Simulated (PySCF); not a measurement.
# C5H5S: the cost of one run

Computed with PySCF 2.14.0 and routines of our own; the level stands in each step. Atoms count from 0.

## 1. The starting structure

11 atoms, charge 1, multiplicity 1; geometry from: GFN2-xTB.

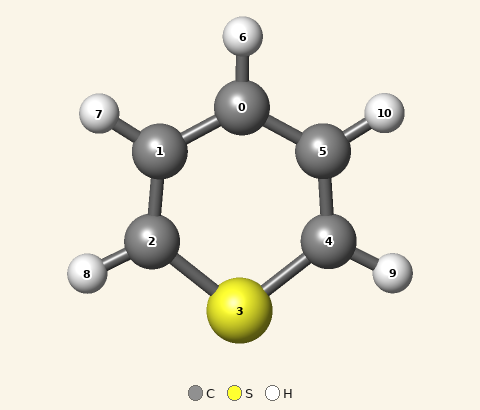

The starting geometry (carbon grey, sulfur yellow, hydrogen white).

## 2. Optimising the geometry at PBE0-D3(BJ)/def2-SVP

What the job is given:

```
{"job": {"xc": "PBE0", "basis": "def2-SVP", "d3": "d3bj", "grid": 1, "kind": "geom"}, "charge": 1, "multiplicity": 1}
C     -0.046086     1.146162    -0.101862
C     -1.239638     0.430584    -0.046886
C     -1.283897    -0.937501     0.069143
S      0.079203    -1.934407     0.162261
C      1.356754    -0.829335     0.078006
C      1.201606     0.530451    -0.040220
H     -0.089886     2.221483    -0.195372
H     -2.175425     0.970459    -0.097332
H     -2.227278    -1.463673     0.108265
H      2.339698    -1.276486     0.124643
H      2.090373     1.144935    -0.086609
```

The run is started by

```console
$ OMP_NUM_THREADS=1 python excited_run.py task.json out
```

The driver reads the jobs from task.json and runs them one after another.

Q: Estimate the wall time and peak memory of this first job on 1 thread of Arm Neoverse V2, shared host.

About 14 s, with a peak of 0.51 GiB.
